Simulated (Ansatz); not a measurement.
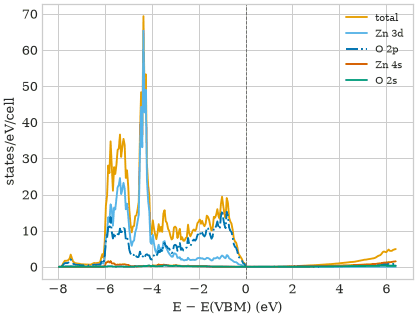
Figure: Total and projected density of states of Zn5InGaO8 in space group R3m (No. 160; Pearson symbol hR15), r²SCAN in the plane-wave PAW code Ansatz

Q: Which orbitals carry the states next to the gap?

A: Top 1 eV of the valence band: O 2p 80 %, Zn 3d 17 %. Bottom 1 eV of the conduction band: Zn 4s 42 %, O 2s 23 %, O 2p 15 %, Ga 4s 8 %, In 5s 8 %. Projections are on Löwdin-orthogonalised atomic valence shells; empty p or d shells of many metals are not among them.

Q: Where is the tallest occupied peak in this window, and what makes it?

A: Near -4.3 eV, about 69 states/eV per cell; the largest projected share is Zn 3d.

The start of the workflow was typed in or built on a structure type; neither database checked (COD, Materials Project) lists it. Its standing as an ambient phase is unchecked. The cell was relaxed with r²SCAN under the symmetry of its start; its stability against distortions is not shown here. Spin–orbit coupling is left out wherever it is not named.

Potentials: the earlier of the program's two PAW sets.
